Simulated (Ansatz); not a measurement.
C$_{2}$H$_{5}$FSi: several calculations on one system

**1. Relaxation**

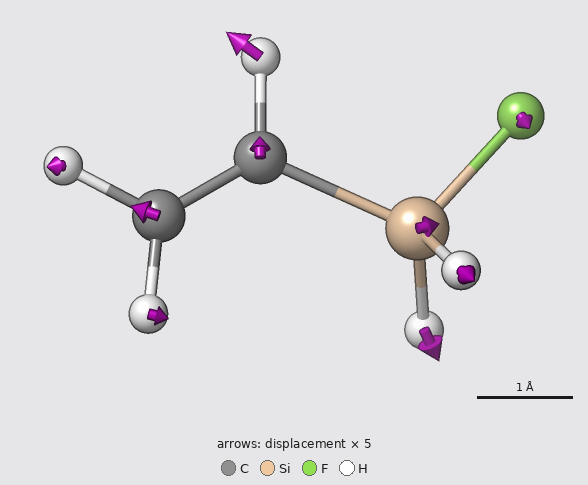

This is a relaxation of C2H5FSi (coarse preliminary run). The starting structure is drawn; purple arrows show the displacements, magnified 5 times. The two geometries are superimposed by the best rigid fit.

A ball-and-stick model, seen at a tilt.

Theory: RKS PBE-D4/def2-SVP (Ansatz 0.2.0). (force threshold 0.03 eV/Å; at most 250 steps)

> Atoms of which element are displaced furthest, and by how much?

Hydrogen: up to 0.091 Å, against 0.066 Å for carbon.

> What happened in the run?

The optimiser took 7 steps. The largest move after the best rigid fit is that of an H atom, 0.091 Å. Largest moves by element: H 0.091 Å, C 0.066 Å, Si 0.052 Å, F 0.040 Å. Some distances before and after: H–Si 1.437 → 1.504 Å, C–C 1.284 → 1.347 Å, C–Si 1.813 → 1.873 Å, F–Si 1.700 → 1.643 Å. Bond angles that change, for instance: C–C–H 128.2° → 122.3°, H–C–H 111.1° → 115.5°, C–C–H 122.7° → 118.4°. The run took about 24 core-seconds on a shared host.

**2. Relaxation**

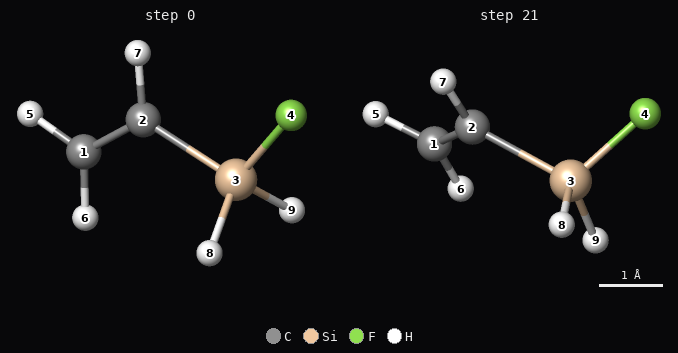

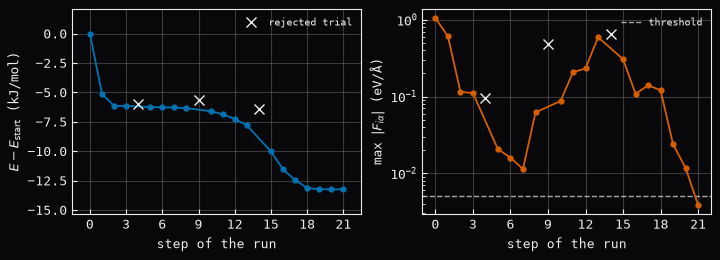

First and last geometry of a relaxation of C2H5FSi, with the history of the run. A ball-and-stick model, seen at a tilt.

All numbers below come from RKS PBE0-D4/def2-TZVP (Ansatz 0.2.0). Set-up: force threshold 0.005 eV/Å; at most 200 steps.

Did the run converge, and what did it change?

It converged. H7 moves most after the best rigid fit: 0.90 Å. By element the largest moves are H 0.90 Å, F 0.75 Å, C 0.28 Å, Si 0.08 Å. Some distances before and after: Si3–F4 1.643 → 1.603 Å, C2–Si3 1.873 → 1.847 Å, Si3–H8 1.504 → 1.484 Å, C1–H6 1.105 → 1.087 Å. Bond angles that change, for instance: C1–C2–Si3 124.8° → 121.5°, Si3–C2–H7 116.8° → 120.0°, C2–Si3–F4 107.7° → 110.4°. Groups turn about C2–Si3 by about 60°. The energy falls by 13.2 kJ/mol in 18 accepted moves (21 points after the start). Largest force component: 1.1 eV/Å at the start, 0.0039 eV/Å at the end. The line search rejected the trial steps at points 4, 9, 14 of the run. The run took of the order of 2.9 core-minutes on a shared host.

**3. Scan**

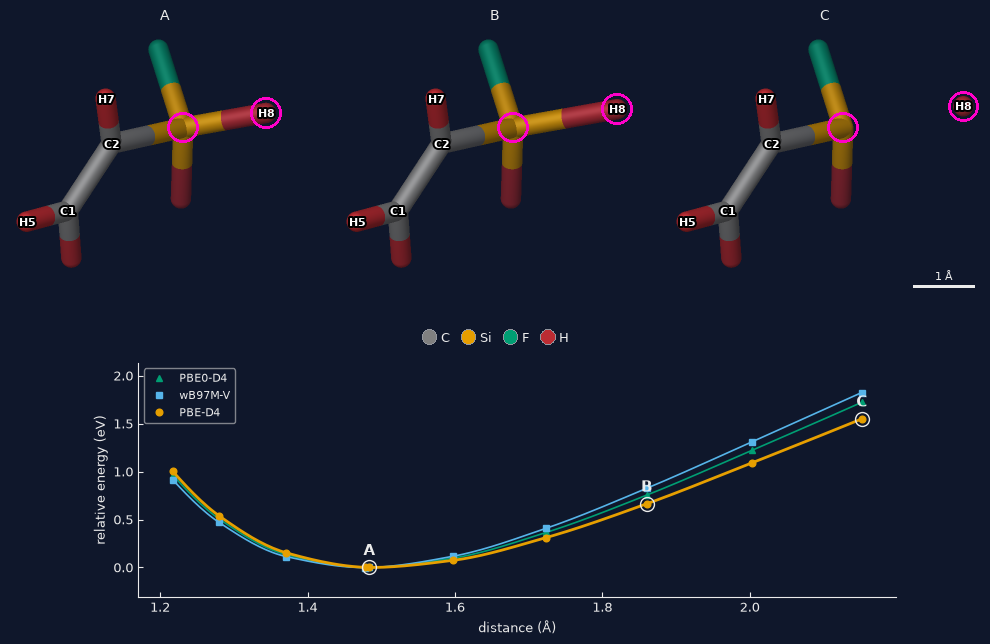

Energy scan for C₂H₅FSi, in which one Si–H bond length is varied, with the rest of the molecule carried along rigidly. The lettered frames are marked on the plot, at the values of PBE-D4. The picture is a stick view, seen from a free direction. The ringed atoms are those of the scanned coordinate.

Single-point energies from Ansatz with PBE-D4, wB97M-V, PBE0-D4 in the def2-TZVPP basis, on geometries moved rigidly from the minimum at PBE0-D4/def2-TZVP. Energies are counted from the PBE0-D4/def2-TZVP minimum geometry at the same level.

> Describe the profile.

With PBE-D4: the lowest computed point lies at the distance 1.484 Å (0.000 eV). At the ends of the scan the energy is 1.005 eV (1.217 Å) and 1.550 eV (2.152 Å). The curvature at the lowest point is about 18 eV/Å² (2.9 mdyn/Å). The well is steeper on the short side, as for any bond. At 2.152 Å the levels give PBE-D4 1.550 eV, PBE0-D4 1.723 eV, wB97M-V 1.825 eV.

The computed points:

Energies in eV.

| distance (Å) | PBE-D4 | wB97M-V | PBE0-D4 |
| --- | --- | --- | --- |
| 1.217 | 1.005 | 0.917 | 0.967 |
| 1.280 | 0.539 | 0.470 | 0.508 |
| 1.371 | 0.154 | 0.114 | 0.135 |
| 1.478 | 0.001 | −0.001 | 0.000 |
| 1.484 | 0.000 | 0.000 | 0.000 |
| 1.597 | 0.074 | 0.117 | 0.097 |
| 1.724 | 0.313 | 0.410 | 0.366 |
| 1.860 | 0.664 | 0.825 | 0.754 |
| 2.003 | 1.092 | 1.310 | 1.222 |
| 2.152 | 1.550 | 1.825 | 1.723 |

**4. Scan**

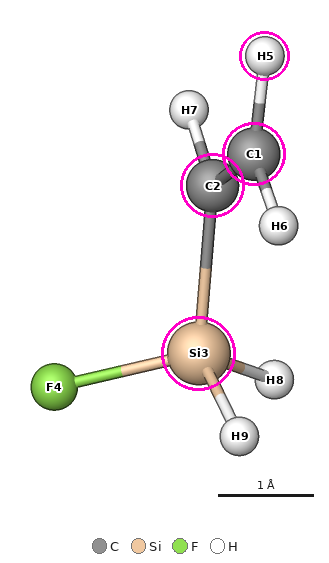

C$_{2}$H$_{5}$FSi: the H5–C1–C2–Si3 dihedral angle is varied, with the rest of the molecule carried along rigidly. The picture shows the minimum geometry. The ringed atoms are those of the scanned coordinate. Style: ball-and-stick. Shown almost along the central bond, with a slight tilt.

Single-point energies from Ansatz with PBE0-D4, PBE-D4, r2SCAN-D4, B3LYP-D4, CCSD(T), wB97M-V in the def2-TZVPP basis, on geometries moved rigidly from the minimum at PBE0-D4/def2-TZVP. Coupled cluster with a frozen core. Energies are counted from the PBE0-D4/def2-TZVP minimum geometry at the same level.

The input:
```yaml
crystal:
  periodic: [false, false, false]
  atoms:
    - {symbol: C, position_ang: [-1.248420, 0.813819, -0.327292]}
    - {symbol: C, position_ang: [-0.280032, 0.447020, 0.509087]}
    - {symbol: Si, position_ang: [0.997689, -0.794455, 0.021450]}
    - {symbol: F, position_ang: [2.460433, -0.140339, 0.069783]}
    - {symbol: H, position_ang: [-2.023224, 1.521602, -0.045794]}
    - {symbol: H, position_ang: [-1.309324, 0.418125, -1.337759]}
    - {symbol: H, position_ang: [-0.268329, 0.876973, 1.509194]}
    - {symbol: H, position_ang: [1.026006, -1.949015, 0.953415]}
    - {symbol: H, position_ang: [0.733702, -1.239928, -1.369183]}
basis:
  gaussian: {orbitals: def2-TZVPP}
hamiltonian: {xc: pbe0, dispersion: d4}
```

**Predict the energy profile (the dihedral: −181.8, −177.2, −157.2, −137.2, −117.2, −97.2, −77.2, −57.2, −37.2, −17.2°).**

Energies in eV.

```csv
dihedral angle (°),PBE0-D4,PBE-D4,r2SCAN-D4,B3LYP-D4,CCSD(T),wB97M-V
−181.8,0.000,0.000,0.000,0.000,0.000,0.000
−177.2,0.011,0.010,0.010,0.010,0.010,0.010
−157.2,0.306,0.293,0.309,0.303,0.298,0.304
−137.2,0.995,0.953,1.008,0.986,0.971,0.990
−117.2,2.052,1.964,2.077,2.034,1.983,2.045
−97.2,3.419,3.269,3.448,3.392,3.170,3.414
−77.2,2.769,2.646,2.807,2.747,2.655,2.768
−57.2,1.530,1.463,1.556,1.517,1.498,1.527
−37.2,0.635,0.608,0.647,0.629,0.627,0.633
−17.2,0.122,0.117,0.125,0.121,0.122,0.122
```

With PBE0-D4: the lowest computed point lies at the dihedral −181.8° (0.000 eV). A local maximum lies at −97.2° (3.419 eV). The highest point, at −97.2°, lies 3.419 eV above the lowest and gives an upper estimate of the barrier to rotation, since the rotor is rigid. At −97.2° the levels give CCSD(T) 3.170 eV, PBE-D4 3.269 eV, B3LYP-D4 3.392 eV, wB97M-V 3.414 eV, PBE0-D4 3.419 eV, r2SCAN-D4 3.448 eV. Closest to CCSD(T) there is PBE-D4. At −157.2° to −17.2° the mean-field solution behind CCSD(T) isn't stable (a lower one of broken symmetry exists), so those energies are less reliable. The T1 diagnostic reaches 0.044, so the single-reference result is less sure there.
